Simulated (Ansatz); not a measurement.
# C2H6Si (SMILES C[Si]C): HSE06/6-311+G(d,p)

Aim: the electronic atomisation energy of C2H6Si at HSE06/6-311+G**, from 4 runs. 

The calculation is run with Ansatz 0.2.0.

34 further runs of the same task are left out: 34 set aside as unsound or not needed.

## 1. The molecule

The species is C2H6Si (9 atoms), meant as a singlet with charge 0. As SMILES, `C[Si]C`. Geometry: relaxed at PBE0-D4/def2-TZVP.

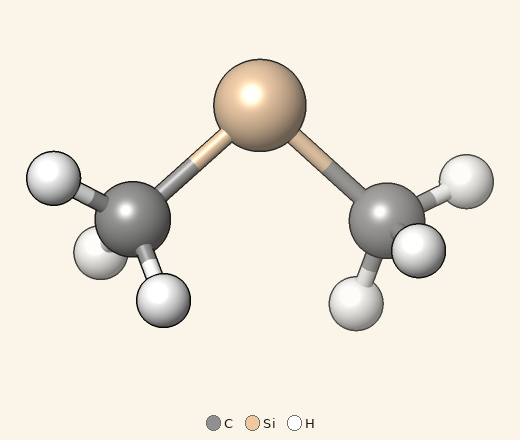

The structure, seen from a chosen angle (carbon grey, silicon light orange, hydrogen white).

## 2. The energy at HSE06/6-311+G(d,p)

The input, in.yaml:

```yaml
crystal:
  periodic: [false, false, false]
  atoms:
    - symbol: C
      position_ang: [-0.527400, 1.047300, -0.805300]
    - symbol: Si
      position_ang: [0.896800, -0.199700, -0.912800]
    - symbol: C
      position_ang: [0.601900, -1.069400, 0.746000]
    - symbol: H
      position_ang: [-1.430700, 0.480400, -1.082200]
    - symbol: H
      position_ang: [-0.439700, 1.875000, -1.511000]
    - symbol: H
      position_ang: [-0.703500, 1.436700, 0.202600]
    - symbol: H
      position_ang: [-0.455600, -1.193000, 1.001000]
    - symbol: H
      position_ang: [1.117900, -2.026600, 0.837300]
    - symbol: H
      position_ang: [1.028800, -0.397000, 1.507100]
basis:
  gaussian:
    orbitals: 6-311+G_st__st_-spherical.json
output: {orbitals: {seedname: orbitals}}
accuracy: high
hamiltonian:
  xc: {name: HSE06}
```

The basis set 6-311+G** is read from a file made from the Basis Set Exchange's data (not shown).

Run with:

```console
ansatz run in.yaml --threads 1 --pin off --max-ram 3480MiB --events-out events.jsonl --progress --plain --runs-dir runs
```

The program printed:

```text
Warning: RAYON_NUM_THREADS=1 ignored (pool sized by the plan → 1); use --threads N
Functional definition: HSE06
  name "HSE06"
  parameter a = 0.25
  parameter omega = 0.11/bohr
  exchange = pbe_x - a*pbe_x_sr(omega) + a*exact_x_sr(omega)
  correlation = pbe_c
2140 factors; integrals over basis functions are off by at most 4.3e-9 eV
118 factors; integrals over basis functions are off by at most 1.9e-9 eV
mean field evaluation 1: about -10029.7945 eV, gradient 7.4e1 eV
mean field evaluation 2: about -10019.0606 eV, gradient 9.0e1 eV
mean field evaluation 4: about -10042.5289 eV, gradient 2.1e0 eV
mean field evaluation 8: about -10042.5378 eV, gradient 7.4e-2 eV
mean field evaluation 16: about -10042.5378 eV, gradient 4.9e-6 eV
mean field -10042.53776561 eV, -369.0564558097 hartree, gradient 1.3e-8 eV, S^2 0.000000; 0 other end points of the search recorded, 0 dependent functions left out
reference -10042.53777129 eV, -369.0564560183 hartree; 16, 16 occupied and 94, 94 virtual orbitals, 2140 factors
Total energy: -10042.53777129 eV, -369.0564560183 hartree
```

Wall time 7.2 s (1 thread of Arm Neoverse V2, shared host); peak memory 0.35 GiB.

## 3. The C atom

The input, job.yaml:

```yaml
crystal:
  periodic: [false, false, false]
  atoms:
    - {symbol: C, position_ang: [0.000000, 0.000000, 0.000000]}
basis:
  gaussian:
    orbitals: 6-311+G_st__st_.json
magnetization:
  spin_polarized: true
  initial_magnetization: 2
hamiltonian:
  xc: {name: HSE06}
accuracy: high
```

The basis set 6-311+G** is read from a file made from the Basis Set Exchange's data (not shown).

Run the same way, it converges to -37.80060 Eh (log not shown).

## 4. The H atom at the same level

The input, run.yaml:

```yaml
crystal:
  periodic: [false, false, false]
  atoms:
    - {symbol: H, position_ang: [0.000000, 0.000000, 0.000000]}
basis:
  gaussian:
    orbitals: 6-311+G_st__st_.json
magnetization:
  spin_polarized: true
  initial_magnetization: 1
hamiltonian:
  xc: hse06
accuracy: high
```

The basis set 6-311+G** is read from a file made from the Basis Set Exchange's data (not shown).

Run the same way, it converges to -0.50075 Eh (log not shown).

## 5. The Si atom, same level

The input, input.yaml:

```yaml
crystal:
  periodic: [false, false, false]
  atoms:
    - {symbol: Si, position_ang: [0.000000, 0.000000, 0.000000]}
basis:
  gaussian:
    orbitals: 6-311+G_st__st_-spherical.json
magnetization:
  spin_polarized: true
  initial_magnetization: 2
hamiltonian:
  xc: hse06
accuracy: high
```

The basis set 6-311+G** is read from a file made from the Basis Set Exchange's data (not shown).

Run the same way, it converges to -289.24418 Eh (log not shown).

## 6. Outcome

Level: HSE06/6-311+G**.

| quantity | value |
| --- | --- |
| molecule: total energy | -369.05646 Eh |
| molecule: HOMO energy | -5.59 eV |
| molecule: LUMO energy | -2.52 eV |
| molecule: HOMO–LUMO gap | 3.07 eV |
| C atom: total energy | -37.80060 Eh |
| C atom: ⟨S²⟩ | 2.003 |
| H atom: total energy | -0.50075 Eh |
| H atom: ⟨S²⟩ | 0.750 |
| Si atom: total energy | -289.24418 Eh |
| Si atom: ⟨S²⟩ | 2.003 |
| electronic atomisation energy | 32.832 eV |

What this shows: Taking the molecule apart into free atoms costs 32.83 eV (757 kcal/mol), before zero-point energy and without spin-orbit coupling.
